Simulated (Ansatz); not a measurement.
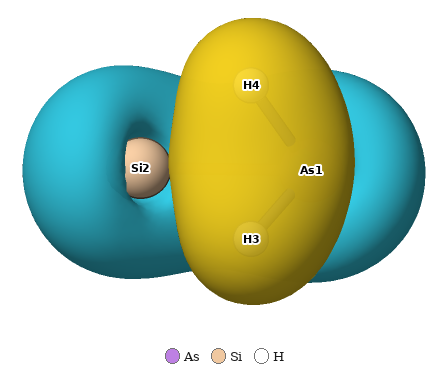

AsH$_{2}$Si (charge +1). The HOMO−1 at ±0.08 Å⁻³ᐟ² (yellow and cyan are the two phases), seen across its widest extent.

Geometry: PBE0-D4/def2-TZVP.

Computed with Ansatz, isolated molecule in a Gaussian basis; Kohn-Sham density functional theory, functional PBE0.

```json
{"atom": "As", "x (Å)": "0.9355", "y (Å)": "-0.8928", "z (Å)": "0.1134"}
{"atom": "Si", "x (Å)": "0.1976", "y (Å)": "0.9992", "z (Å)": "1.0881"}
{"atom": "H", "x (Å)": "1.4645", "y (Å)": "-0.3552", "z (Å)": "1.5410"}
{"atom": "H", "x (Å)": "1.4819", "y (Å)": "0.5798", "z (Å)": "-0.2607"}
```

### What is the character of this orbital?

Its weight (Hirshfeld) is mainly on As1 (about 45 %), Si2 (about 35 %), H3 (about 10 %) and H4 (about 10 %); π-bonding across As1–Si2. Its energy is −15.58 eV.
